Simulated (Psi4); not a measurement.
# BNH3OF (SMILES NB(O)F): CCSD/6-311+G(d,p)

Aim: the energy change on altering one bond length of BNH3OF at CCSD/6-311+G**, from 2 runs. 

Program for the calculation: Psi4 1.11.

**1. The molecule**

BNH3OF has 7 atoms, charge 0, and is taken as a singlet. As SMILES, `NB(O)F`. The shape is that of a PBE0-D4/def2-TZVP optimisation. This is one conformer, not always the lowest.

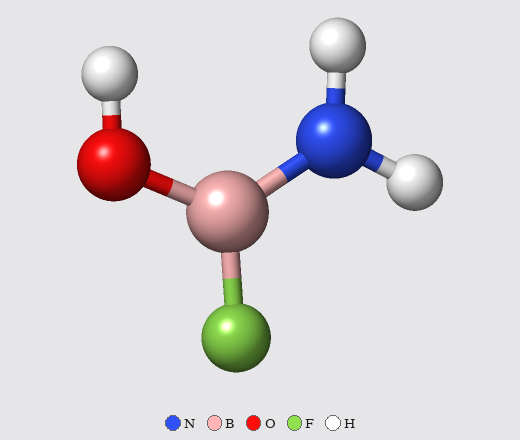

The structure, seen from a chosen angle (nitrogen blue, boron pink, oxygen red, fluorine green, hydrogen white).

**2. The energy at CCSD/6-311+G(d,p)**

The input, input.inp:

```
memory 2200 MB

molecule mol {
  N     -0.531800     0.753400    -0.032100
  B      0.039300    -0.505700    -0.288800
  O      1.106300    -1.044300     0.367000
  F     -0.494800    -1.258200    -1.256300
  H     -1.320400     1.081700    -0.559700
  H     -0.210100     1.394300     0.668500
  H      1.472700    -0.489200     1.055700
  units angstrom
  symmetry c1
  no_reorient
  no_com
}

set basis 6-311+G**
set reference rhf
set puream true
set e_convergence 1e-09
set d_convergence 1e-08
set scf_type pk
set num_frozen_docc 4

energy("ccsd")
```

The run is started by

```console
$ psi4 input.inp input.out -n 1
```

input.out:

```text
[...]
  Running in c1 symmetry.
[...]
  Nuclear repulsion =  114.658705407158465
[...]
  Multiplicity = 1
[...]
  Nalpha       = 16
  Nbeta        = 16
[...]
    Number of basis functions: 106
[...]
   @RHF iter   1:  -255.25681593499030   -9.70110e-01   6.27477e-03 ADIIS/DIIS
[...]
   @RHF iter  12:  -255.42935066232593   -1.90425e-12   2.83987e-09 DIIS
[...]
    Orbital Energies [Eh]
    ---------------------
    Doubly Occupied:
       1A    -26.278853     2A    -20.573996     3A    -15.559883
       4A     -7.680856     5A     -1.594479     6A     -1.374966
       7A     -1.172807     8A     -0.796242     9A     -0.743182
      10A     -0.704366    11A     -0.669324    12A     -0.664269
      13A     -0.614662    14A     -0.562156    15A     -0.543690
      16A     -0.437932
[...]
  @RHF Final Energy:  -255.42935066232593
   => Energetics <=
    Nuclear Repulsion Energy =            114.6587054071584646
    One-Electron Energy =                -580.2327872517741980
    Two-Electron Energy =                 210.1447311822898314
    Total Energy =                       -255.4293506623259304
[...]
 Multipole Moments:
 ------------------------------------------------------------------------------------
     Multipole            Electronic (a.u.)      Nuclear  (a.u.)        Total (a.u.)
 ------------------------------------------------------------------------------------
 L = 1.  Multiply by 2.5417464519 to convert [e a0] to [Debye]
 Dipole X            :         -1.5467905            1.5369143           -0.0098763
 Dipole Y            :         29.5584227          -28.2440356            1.3143870
 Dipole Z            :         17.5849885          -16.7711304            0.8138581
 Magnitude           :                                                    1.5459870
[...]
      * MP2 total energy                      = -256.105688251535980
[...]
      * CCSD total energy                     = -256.120016703761451
[...]
```

Run time: 59 s. Hardware: 1 thread of Intel Xeon Platinum 8259CL at 2.50GHz (Skylake/Cascade Lake), shared host; peak memory 1.2 GiB.

**3. The distorted shape at the same level**

The input, input.dat:

```
memory 2.2 GB

molecule mol {
  0 1
  N     -0.988700     1.760725     0.173269
  B      0.039300    -0.505700    -0.288800
  O      1.106300    -1.044300     0.367000
  F     -0.494800    -1.258200    -1.256300
  H     -1.777300     2.089025    -0.354331
  H     -0.667000     2.401625     0.873869
  H      1.472700    -0.489200     1.055700
  units angstrom
  symmetry c1
}

set basis 6-311+G**
set puream true
set e_convergence 1e-09
set d_convergence 1e-08
set scf_type pk
set num_frozen_docc 4

energy_value, wavefunction = energy("ccsd", return_wfn=True)
print_variables()
```

The run is started by

```console
$ psi4 input.dat output.dat -n 1
```

output.dat:

```text
[...]
  Running in c1 symmetry.
[...]
  Nuclear repulsion =   98.079706238931919
[...]
  Multiplicity = 1
[...]
  Nalpha       = 16
  Nbeta        = 16
[...]
    Number of basis functions: 106
[...]
   @RHF iter   1:  -254.93483199289057   -1.32883e+00   7.19763e-03 ADIIS/DIIS
[...]
   @RHF iter  13:  -255.20226227702472   -5.08749e-12   5.90395e-09 DIIS
[...]
    Orbital Energies [Eh]
    ---------------------
    Doubly Occupied:
       1A    -26.363162     2A    -20.657119     3A    -15.522527
       4A     -7.838255     5A     -1.668555     6A     -1.447233
       7A     -1.044279     8A     -0.867322     9A     -0.787508
      10A     -0.730779    11A     -0.712646    12A     -0.666488
      13A     -0.605682    14A     -0.605500    15A     -0.413149
      16A     -0.346267
[...]
  @RHF Final Energy:  -255.20226227702472
   => Energetics <=
    Nuclear Repulsion Energy =             98.0797062389319194
    One-Electron Energy =                -546.0109982333403877
    Two-Electron Energy =                 192.7290297173837530
    Total Energy =                       -255.2022622770247153
[...]
 Multipole Moments:
 ------------------------------------------------------------------------------------
     Multipole            Electronic (a.u.)      Nuclear  (a.u.)        Total (a.u.)
 ------------------------------------------------------------------------------------
 L = 1.  Multiply by 2.5417464519 to convert [e a0] to [Debye]
 Dipole X            :          1.1620132           -0.3846374            0.7773758
 Dipole Y            :         -5.9297622            5.6647861           -0.2649760
 Dipole Z            :         -2.6305418            3.1883349            0.5577931
 Magnitude           :                                                    0.9928034
[...]
      * MP2 total energy                      = -255.904798279128102
[...]
      * CCSD total energy                     = -255.916712577429536
[...]
```

It took 71 s on 1 thread of Intel Xeon Platinum 8259CL at 2.50GHz (Skylake/Cascade Lake), shared host; peak memory 1.2 GiB.

**4. Summary of results**

At CCSD/6-311+G**, 4 core orbitals frozen:

```
                                                         quantity          value
                                        first shape: total energy  -256.12002 Eh
                 first shape: HOMO energy (Hartree–Fock orbitals)      -11.92 eV
                 first shape: LUMO energy (Hartree–Fock orbitals)        1.13 eV
               first shape: HOMO–LUMO gap (Hartree–Fock orbitals)       13.04 eV
         first shape: correlation energy (4 core orbitals frozen)     -690.7 mEh
                                       first shape: T1 diagnostic          0.012
                                    distorted shape: total energy  -255.91671 Eh
             distorted shape: HOMO energy (Hartree–Fock orbitals)       -9.42 eV
             distorted shape: LUMO energy (Hartree–Fock orbitals)        0.52 eV
           distorted shape: HOMO–LUMO gap (Hartree–Fock orbitals)        9.95 eV
     distorted shape: correlation energy (4 core orbitals frozen)     -714.5 mEh
                                   distorted shape: T1 diagnostic          0.021
energy change with the N1–B2 bond stretched from 1.406 to 2.531 Å       5.532 eV
```

With the N1–B2 bond stretched from 1.406 to 2.531 Å the energy rises by 5.53 eV (534 kJ/mol). The first shape isn't relaxed at this level, so the change isn't measured from a minimum. The T1 diagnostic (distorted shape) of 0.021 is above the customary mark for such species, so a single reference may not serve.
